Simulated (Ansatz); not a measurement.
A computed series for HfO2: pressure series

Take HfO2 (space group P4_2/nmc, No. 137; a = 3.5770 Å, c = 5.2036 Å) as the base.

Cell and atoms are relaxed at each pressure.

Level of theory: r2SCAN (Ansatz, a quantum-chemistry and plane-wave program), no SOC, earlier PAW set.

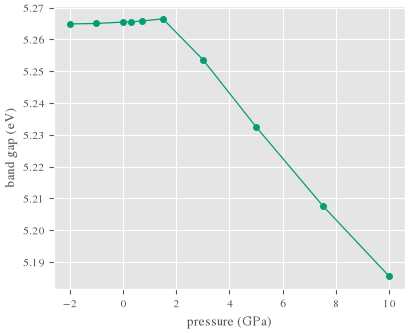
Figure: Band gap against pressure

### Question
From the plot, what is the band gap for pressure −1 GPa?

### Answer
About 5.27 eV.

### Question
Is the trend monotonic over the range shown?

### Answer
Yes, it falls throughout, spanning 5.19 eV to 5.27 eV.

Spin-orbit coupling, missing from the scalar runs, can matter with Hf. Load acts through the strain it causes; cell and atoms are relaxed under it. Whether these cells are dynamically stable was not tested. Competing high-pressure phases were not computed. This is not the structure that HfO2 has at room temperature and ambient pressure.
